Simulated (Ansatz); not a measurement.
## GaH₃OF: geometry relaxation

- system: GaH₃OF, multiplicity 2
- method: UKS B3LYP/def2-SVP (Ansatz 0.2.0)

It belongs to a series of runs on one base structure; here: end point A relaxed.

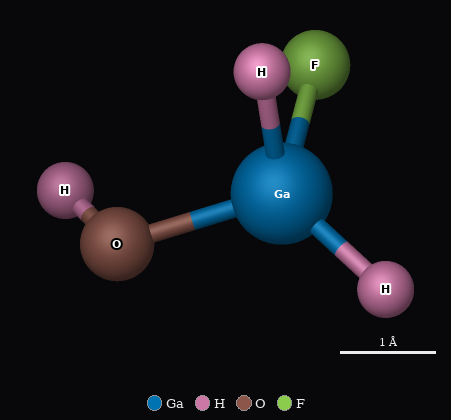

The structure as given in the input (ball-and-stick view, seen at a tilt). Sticks mark near contacts. Bond lengths as drawn: F–Ga 1.79 Å, Ga–H 1.56 to 1.61 Å, Ga–O 1.82 Å and H–O 0.97 Å.

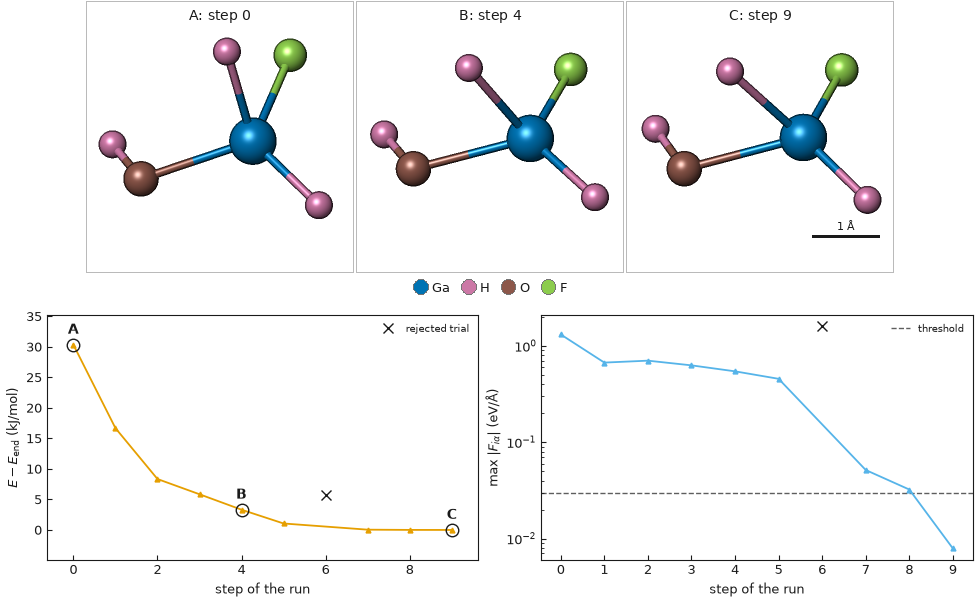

Frames of the relaxation (ball-and-stick view, seen at a tilt) above the curves, on which the letters mark them (the first geometry is step 0 here and step 1 in the log).

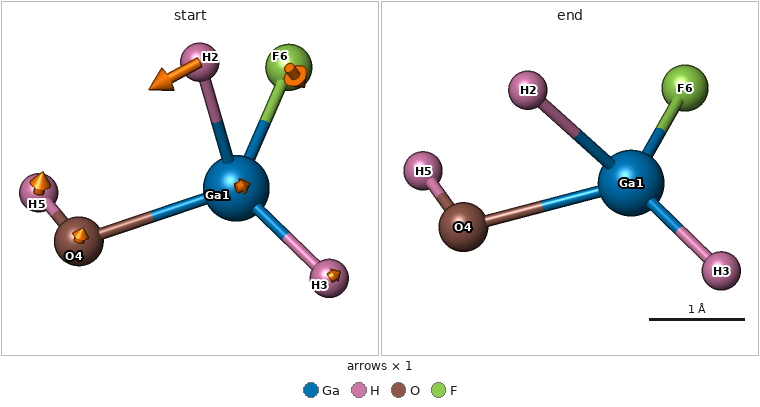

Before (left) and after (right) the relaxation, at one scale (ball-and-stick view, seen at a tilt). The orange arrows give the displacements, at true length. H2 moves most after the best rigid fit: 0.64 Å. Largest moves by element: H 0.64 Å, F 0.39 Å, O 0.18 Å, Ga 0.17 Å. Among the contacts that change: Ga1–H2 1.607 → 1.760 Å, Ga1–O4 1.816 → 1.866 Å, Ga1–F6 1.789 → 1.767 Å, Ga1–H3 1.557 → 1.551 Å. Among the angles that change: H2–Ga1–O4 98.7° → 68.3°, H2–Ga1–F6 77.6° → 106.9°, Ga1–O4–H5 114.0° → 111.7°. The energy falls by 30.3 kJ/mol in 9 geometry steps. Largest force component: 1.3 eV/Å at the start, 0.0079 eV/Å at the end. The line search rejected the trial step at point 6 (counted from 0) and went back. (Atoms are counted from 1 in the order of the input.)

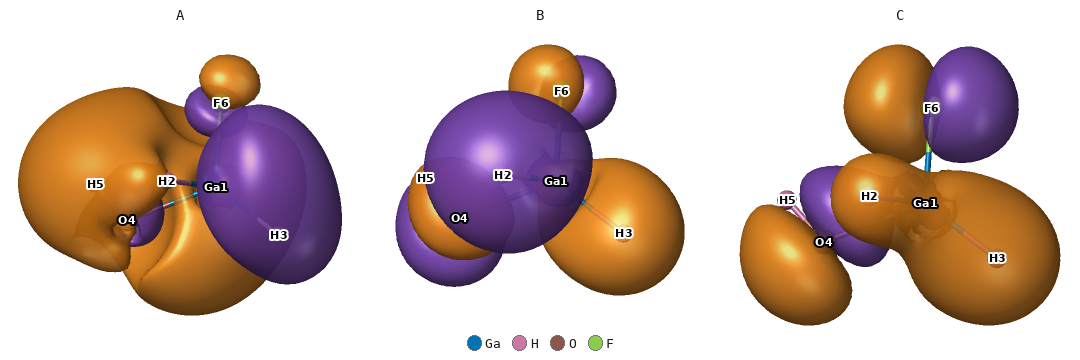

Three frontier orbitals at ±0.06 Å⁻³ᐟ² (orange and purple are the two phases). C is the HOMO−1 (α) (−9.51 eV). B is the HOMO (α) (−8.37 eV). Its weight (Hirshfeld) is mainly on H2 (35 %), O4 (30 %), Ga1 (20 %) and H3 (10 %). A is the LUMO (α) (−0.13 eV). By Hirshfeld shares it lies mainly on Ga1 (60 %), O4 (15 %) and H5 (10 %). The HOMO–LUMO gap is 8.24 eV between the orbital energies.

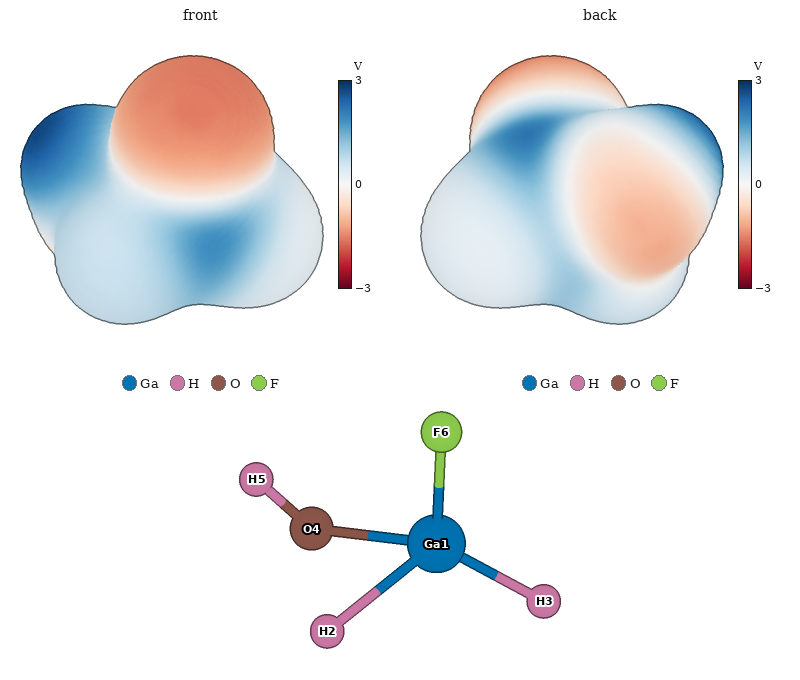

The electrostatic potential painted on the density surface at 0.002 e/bohr³, seen at a tilt and from behind; red is negative and blue positive. The bare structure is drawn below in the same view.

These pictures come from the run below.

### Input
```yaml
crystal:
  periodic: [false, false, false]
  atoms:
    - { symbol: Ga, position_ang: [0.1024, 0.024183, 0.378541] }
    - { symbol: H, position_ang: [0.109187, -1.35376, 1.205238] }
    - { symbol: H, position_ang: [1.454763, 0.424851, -0.280645] }
    - { symbol: O, position_ang: [-1.359364, -0.282859, -0.654777] }
    - { symbol: H, position_ang: [-2.200262, -0.219051, -0.177794] }
    - { symbol: F, position_ang: [-0.357024, 0.559937, 2.022937] }
magnetization:
  spin_polarized: true
  initial_magnetization: 1
basis:
  gaussian: { orbitals: def2-SVP }
hamiltonian:
  xc: b3lyp
relax:
  f_tol: 0.03
  max_steps: 50
output:
  orbitals: {}
```

Launch command:
```bash
ansatz run input.yaml --threads 2 --pin off --max-ram 3072MiB --backend cpu --events-out ev --progress --plain --runs-dir out
```

### Output
```
The last accepted step is kept in [file] (removed where the run ends without a failure and the disk answers)
Engine: ansatz 0.2.0, aarch64-unknown-linux-gnu
Functional definition: B3LYP
  parameter a0 = 0.2
  parameter ax = 0.72
  parameter ac = 0.81
  exchange = (1 - a0 - ax)*slater_x + ax*b88_x + a0*exact_x
  correlation = (1 - ac)*vwn_rpa_c + ac*lyp_c
780 factors; integrals over basis functions are off by at most 3.2e-4 eV
mean field evaluation 1: about -57173.1146 eV, gradient 4.7e1 eV
mean field evaluation 2: about -57133.7994 eV, gradient 1.0e2 eV
mean field evaluation 4: about -57180.2952 eV, gradient 1.0e1 eV
mean field evaluation 8: about -57180.6491 eV, gradient 3.2e-1 eV
mean field evaluation 16: about -57180.6497 eV, gradient 1.4e-4 eV
mean field -57180.64969712 eV, -2101.3501179328 hartree, gradient 3.0e-5 eV, S^2 0.757487; 0 other end points of the search recorded, 0 dependent functions left out
the calculation of the forces begins
reference -57180.64992069 eV, -2101.3501261488 hartree; 26, 25 occupied and 49, 50 virtual orbitals, 780 factors
relax step   1: F+E_penalty+E_count = -57180.64969712 eV  Δ(F+E_penalty+E_count) = +0.000e0 eV  max|allowed force component| = 1.315e0 eV/Å  Δτ_max = 0.0000 Å  (31 SCF iters, accepted)
these checks for a lower state are left out or cut short: starts, cluster_reference, orbital_swaps, neighbouring_geometries, increment
780 factors; integrals over basis functions are off by at most 3.3e-4 eV
mean field -57180.79127985 eV, -2101.3553210023 hartree, gradient 2.2e-5 eV, S^2 0.758916; 0 other end points of the search recorded, 0 dependent functions left out
the calculation of the forces begins
reference -57180.79150509 eV, -2101.3553292793 hartree; 26, 25 occupied and 49, 50 virtual orbitals, 780 factors
relax step   2: F+E_penalty+E_count = -57180.79127985 eV  Δ(F+E_penalty+E_count) = -1.416e-1 eV  max|allowed force component| = 6.711e-1 eV/Å  Δτ_max = 0.1630 Å  (36 SCF iters, accepted)
these checks for a lower state are left out or cut short: starts, cluster_reference, orbital_swaps, neighbouring_geometries, increment
780 factors; integrals over basis functions are off by at most 3.3e-4 eV
mean field evaluation 32: about -57180.8777 eV, gradient 1.5e-5 eV
mean field -57180.87767826 eV, -2101.3584960850 hartree, gradient 1.5e-5 eV, S^2 0.759290; 0 other end points of the search recorded, 0 dependent functions left out
the calculation of the forces begins
reference -57180.87790517 eV, -2101.3585044240 hartree; 26, 25 occupied and 49, 50 virtual orbitals, 780 factors
relax step   3: F+E_penalty+E_count = -57180.87767826 eV  Δ(F+E_penalty+E_count) = -8.640e-2 eV  max|allowed force component| = 7.028e-1 eV/Å  Δτ_max = 0.1933 Å  (36 SCF iters, accepted)
these checks for a lower state are left out or cut short: starts, cluster_reference, orbital_swaps, neighbouring_geometries, increment
780 factors; integrals over basis functions are off by at most 3.4e-4 eV
mean field -57180.90356025 eV, -2101.3594472307 hartree, gradient 1.4e-5 eV, S^2 0.759245; 0 other end points of the search recorded, 0 dependent functions left out
the calculation of the forces begins
reference -57180.90378640 eV, -2101.3594555415 hartree; 26, 25 occupied and 49, 50 virtual orbitals, 780 factors
relax step   4: F+E_penalty+E_count = -57180.90356025 eV  Δ(F+E_penalty+E_count) = -2.588e-2 eV  max|allowed force component| = 6.282e-1 eV/Å  Δτ_max = 0.1694 Å  (36 SCF iters, accepted)
these checks for a lower state are left out or cut short: starts, cluster_reference, orbital_swaps, neighbouring_geometries, increment
780 factors; integrals over basis functions are off by at most 3.4e-4 eV
mean field -57180.92979962 eV, -2101.3604115098 hartree, gradient 7.9e-6 eV, S^2 0.758194; 0 other end points of the search recorded, 0 dependent functions left out
the calculation of the forces begins
reference -57180.93002536 eV, -2101.3604198055 hartree; 26, 25 occupied and 49, 50 virtual orbitals, 780 factors
relax step   5: F+E_penalty+E_count = -57180.92979962 eV  Δ(F+E_penalty+E_count) = -2.624e-2 eV  max|allowed force component| = 5.445e-1 eV/Å  Δτ_max = 0.1766 Å  (36 SCF iters, accepted)
these checks for a lower state are left out or cut short: starts, cluster_reference, orbital_swaps, neighbouring_geometries, increment
780 factors; integrals over basis functions are off by at most 3.3e-4 eV
mean field -57180.95317590 eV, -2101.3612705721 hartree, gradient 1.9e-5 eV, S^2 0.757172; 0 other end points of the search recorded, 0 dependent functions left out
the calculation of the forces begins
reference -57180.95340072 eV, -2101.3612788343 hartree; 26, 25 occupied and 49, 50 virtual orbitals, 780 factors
relax step   6: F+E_penalty+E_count = -57180.95317590 eV  Δ(F+E_penalty+E_count) = -2.338e-2 eV  max|allowed force component| = 4.553e-1 eV/Å  Δτ_max = 0.1966 Å  (34 SCF iters, accepted)
these checks for a lower state are left out or cut short: starts, cluster_reference, orbital_swaps, neighbouring_geometries, increment
780 factors; integrals over basis functions are off by at most 3.5e-4 eV
mean field -57180.90529802 eV, -2101.3595110925 hartree, gradient 1.2e-5 eV, S^2 0.756423; 0 other end points of the search recorded, 0 dependent functions left out
the calculation of the forces begins
reference -57180.90552029 eV, -2101.3595192609 hartree; 26, 25 occupied and 49, 50 virtual orbitals, 780 factors
relax step   7: F+E_penalty+E_count = -57180.90529802 eV  Δ(F+E_penalty+E_count) = +4.788e-2 eV  max|allowed force component| = 1.600e0 eV/Å  Δτ_max = 0.0911 Å  (35 SCF iters, rejected (line search))
these checks for a lower state are left out or cut short: starts, cluster_reference, orbital_swaps, neighbouring_geometries, increment
780 factors; integrals over basis functions are off by at most 3.4e-4 eV
mean field evaluation 64: about -57180.9637 eV, gradient 5.9e-2 eV
mean field -57180.96367462 eV, -2101.3616563929 hartree, gradient 2.5e-5 eV, S^2 0.756854; 0 other end points of the search recorded, 0 dependent functions left out
the calculation of the forces begins
reference -57180.96389884 eV, -2101.3616646329 hartree; 26, 25 occupied and 49, 50 virtual orbitals, 780 factors
relax step   8: F+E_penalty+E_count = -57180.96367462 eV  Δ(F+E_penalty+E_count) = -1.050e-2 eV  max|allowed force component| = 5.144e-2 eV/Å  Δτ_max = 0.0444 Å  (33 SCF iters, accepted)
these checks for a lower state are left out or cut short: starts, cluster_reference, orbital_swaps, neighbouring_geometries, increment
780 factors; integrals over basis functions are off by at most 3.4e-4 eV
mean field -57180.96407278 eV, -2101.3616710251 hartree, gradient 6.6e-5 eV, S^2 0.756844; 0 other end points of the search recorded, 0 dependent functions left out
the calculation of the forces begins
reference -57180.96429683 eV, -2101.3616792587 hartree; 26, 25 occupied and 49, 50 virtual orbitals, 780 factors
relax step   9: F+E_penalty+E_count = -57180.96407278 eV  Δ(F+E_penalty+E_count) = -3.982e-4 eV  max|allowed force component| = 3.226e-2 eV/Å  Δτ_max = 0.0131 Å  (31 SCF iters, accepted)
these checks for a lower state are left out or cut short: starts, cluster_reference, orbital_swaps, neighbouring_geometries, increment
780 factors; integrals over basis functions are off by at most 3.4e-4 eV
mean field -57180.96414614 eV, -2101.3616737211 hartree, gradient 1.6e-5 eV, S^2 0.756851; 0 other end points of the search recorded, 0 dependent functions left out
the calculation of the forces begins
reference -57180.96437029 eV, -2101.3616819585 hartree; 26, 25 occupied and 49, 50 virtual orbitals, 780 factors
relax step  10: F+E_penalty+E_count = -57180.96414614 eV  Δ(F+E_penalty+E_count) = -7.336e-5 eV  max|allowed force component| = 7.887e-3 eV/Å  Δτ_max = 0.0045 Å  (30 SCF iters, accepted)
780 factors; integrals over basis functions are off by at most 3.4e-4 eV
mean field evaluation 96: about -57180.9641 eV, gradient 5.5e-5 eV
mean field -57180.96414614 eV, -2101.3616737211 hartree, gradient 1.6e-5 eV, S^2 0.756851; 1 other end points of the search recorded, 0 dependent functions left out
the calculation of the forces begins
reference -57180.96437029 eV, -2101.3616819585 hartree; 26, 25 occupied and 49, 50 virtual orbitals, 780 factors
Total energy: -57180.96437029 eV, -2101.3616819585 hartree
Atom 0 at     0.177718     0.127224     0.504405 Å, force     0.000046     0.002164     0.000501 eV/Å
Atom 1 at    -0.190921    -1.579394     0.724245 Å, force     0.000646    -0.002946    -0.001599 eV/Å
Atom 2 at     1.543967     0.465755    -0.146216 Å, force    -0.002154    -0.001157     0.000391 eV/Å
Atom 3 at    -1.282134    -0.403711    -0.529763 Å, force    -0.006470    -0.004134    -0.002091 eV/Å
Atom 4 at    -2.104094    -0.424459    -0.008847 Å, force     0.007887     0.002793    -0.000981 eV/Å
Atom 5 at    -0.394836     0.967886     1.949675 Å, force     0.000045     0.003280     0.003779 eV/Å
Dipole moment:    -0.074730    -0.210837    -0.165916 e Å
```

### Trajectory as extended XYZ (Å, eV, eV/Å), 10 frames, from step=1 to step=10
```
6
Properties=species:S:1:pos:R:3:forces:R:3 step=1 energy=-57180.64970
Ga    0.1024    0.0242    0.3785   -0.0611   0.9351  -0.6163
H     0.1092   -1.3538    1.2052    0.0985  -1.3147   0.4238
H     1.4548    0.4249   -0.2806    0.0002   0.0014   0.0059
O    -1.3594   -0.2829   -0.6548    0.0737   0.0192   0.0321
H    -2.2003   -0.2191   -0.1778   -0.0235  -0.0003   0.0103
F    -0.3570    0.5599    2.0229   -0.0878   0.3593   0.1441
6
Properties=species:S:1:pos:R:3:forces:R:3 step=2 energy=-57180.79128
Ga    0.1003    0.0103    0.4015   -0.1488   0.6711   0.3942
H     0.1521   -1.5065    1.1678    0.0519  -0.4545  -0.0562
H     1.4401    0.4440   -0.2630    0.0662  -0.0934  -0.0059
O    -1.3571   -0.2735   -0.6421   -0.0083  -0.1495   0.0001
H    -2.2007   -0.2029   -0.1699   -0.0325   0.0271   0.0072
F    -0.3850    0.6819    1.9992    0.0715  -0.0008  -0.3395
6
Properties=species:S:1:pos:R:3:forces:R:3 step=3 energy=-57180.87768
Ga    0.0828    0.0706    0.4466   -0.1792   0.3089   0.7028
H     0.1983   -1.6275    1.0243   -0.0275   0.0704  -0.1588
H     1.4598    0.3940   -0.2221   -0.0275  -0.0429   0.0657
O    -1.3531   -0.3167   -0.6005   -0.0339  -0.0648   0.1022
H    -2.2083   -0.1987   -0.1546    0.0549  -0.0096  -0.0258
F    -0.4298    0.8316    1.9997    0.2132  -0.2620  -0.6861
6
Properties=species:S:1:pos:R:3:forces:R:3 step=4 energy=-57180.90356
Ga    0.0909    0.0992    0.4814   -0.0503   0.2549   0.6168
H     0.1440   -1.6850    0.8745   -0.0680   0.2271  -0.0690
H     1.4823    0.3892   -0.1703   -0.0426  -0.0219   0.0637
O    -1.3345   -0.3600   -0.5539   -0.0944  -0.0469   0.0212
H    -2.1926   -0.2385   -0.1143    0.0390  -0.0313  -0.0046
F    -0.4404    0.9484    1.9761    0.2163  -0.3819  -0.6282
6
Properties=species:S:1:pos:R:3:forces:R:3 step=5 energy=-57180.92980
Ga    0.1173    0.1391    0.4835    0.1278   0.1702   0.5445
H     0.0019   -1.6573    0.7734   -0.0644   0.1668  -0.0064
H     1.5232    0.4049   -0.1387   -0.0940   0.0225   0.0354
O    -1.3077   -0.3895   -0.5274   -0.2348  -0.0327  -0.0720
H    -2.1613   -0.3290   -0.0632    0.1081  -0.0354  -0.0154
F    -0.4237    0.9850    1.9660    0.1573  -0.2913  -0.4861
6
Properties=species:S:1:pos:R:3:forces:R:3 step=6 energy=-57180.95318
Ga    0.1657    0.1410    0.4966    0.1700   0.0774   0.2999
H    -0.1833   -1.6253    0.7156    0.0375   0.1646   0.0135
H     1.5460    0.4694   -0.1372   -0.0492  -0.0364   0.0185
O    -1.2708   -0.4045   -0.5135   -0.4553  -0.0898  -0.1001
H    -2.1129   -0.4192   -0.0175    0.2424   0.0056  -0.0928
F    -0.3950    0.9919    1.9495    0.0546  -0.1214  -0.1390
6
Properties=species:S:1:pos:R:3:forces:R:3 step=7 energy=-57180.90530 accepted=F
Ga    0.2211    0.1277    0.5270   -0.8369  -0.4436  -0.4259
H    -0.1920   -1.5710    0.6429   -0.0247   0.1245   0.0455
H     1.5915    0.4572   -0.1109    0.0089   0.0582  -0.0409
O    -1.3306   -0.4360   -0.5173    1.6003   0.2571  -0.2643
H    -2.1079   -0.4251    0.0371   -0.8061  -0.0075   0.6511
F    -0.4323    1.0004    1.9147    0.0585   0.0114   0.0345
6
Properties=species:S:1:pos:R:3:forces:R:3 step=8 energy=-57180.96367
Ga    0.1755    0.1342    0.4998   -0.0296  -0.0240   0.0514
H    -0.1857   -1.5810    0.7155   -0.0014   0.0108   0.0047
H     1.5507    0.4591   -0.1379   -0.0099   0.0117  -0.0151
O    -1.2864   -0.4037   -0.5256    0.0476   0.0052  -0.0480
H    -2.1078   -0.4282   -0.0060   -0.0196   0.0066   0.0338
F    -0.3967    0.9730    1.9478    0.0129  -0.0103  -0.0268
6
Properties=species:S:1:pos:R:3:forces:R:3 step=9 energy=-57180.96407
Ga    0.1790    0.1245    0.5062   -0.0120   0.0070  -0.0088
H    -0.1885   -1.5819    0.7214   -0.0005  -0.0003   0.0040
H     1.5434    0.4666   -0.1458    0.0046  -0.0040  -0.0002
O    -1.2824   -0.4055   -0.5273    0.0312  -0.0012  -0.0323
H    -2.1047   -0.4202   -0.0082   -0.0250  -0.0022   0.0257
F    -0.3971    0.9698    1.9472    0.0018   0.0007   0.0115
6
Properties=species:S:1:pos:R:3:forces:R:3 step=10 energy=-57180.96415
Ga    0.1777    0.1272    0.5044    0.0000   0.0022   0.0005
H    -0.1909   -1.5794    0.7242    0.0006  -0.0029  -0.0016
H     1.5440    0.4658   -0.1462   -0.0022  -0.0012   0.0004
O    -1.2821   -0.4037   -0.5298   -0.0065  -0.0041  -0.0021
H    -2.1041   -0.4245   -0.0088    0.0079   0.0028  -0.0010
F    -0.3948    0.9679    1.9497    0.0000   0.0033   0.0038
```

### Summary

- outcome: converged
- total energy: −57180.9644 eV
- mean-field energy: −57180.9644 eV
- ⟨S²⟩: 0.757
- largest force (length of the vector) at the end: 0.008 eV/Å
- hardware: 2 threads of Arm Neoverse V1, 24 GiB of memory available, shared host
- wall time: 25 s (CPU time 49 s)
- peak memory: 0.2 GiB
